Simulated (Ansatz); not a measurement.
**LiNbO3: pressure series**

Base system: LiNbO3 (space group R3c, No. 161; a = 5.1898 Å, c = 14.0156 Å (hexagonal axes)).

Cell and atoms are relaxed at each pressure.

Levels (all Ansatz, a first-principles code, PAW): PBE (420 eV, scalar-relativistic without spin-orbit coupling); r2SCAN (500 eV, scalar-relativistic without spin-orbit coupling).

The base cell above is that of PBE; each level relaxes its own structures.

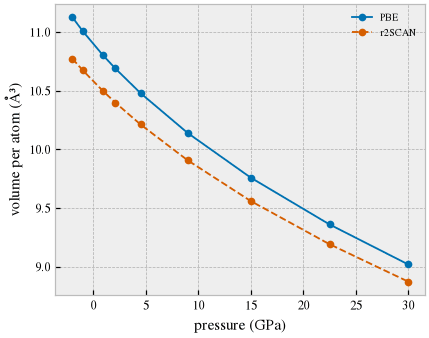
Volume per atom under two levels

Problem. How do the two levels compare along the series?

Solution. PBE lies above r2SCAN in every row, by 0.15 Å³ to 0.35 Å³. They put the cases in the same order.

Load acts through the strain it causes; cell and atoms are relaxed under it. Stability against distortions was not tested. No other phases were tried under pressure.
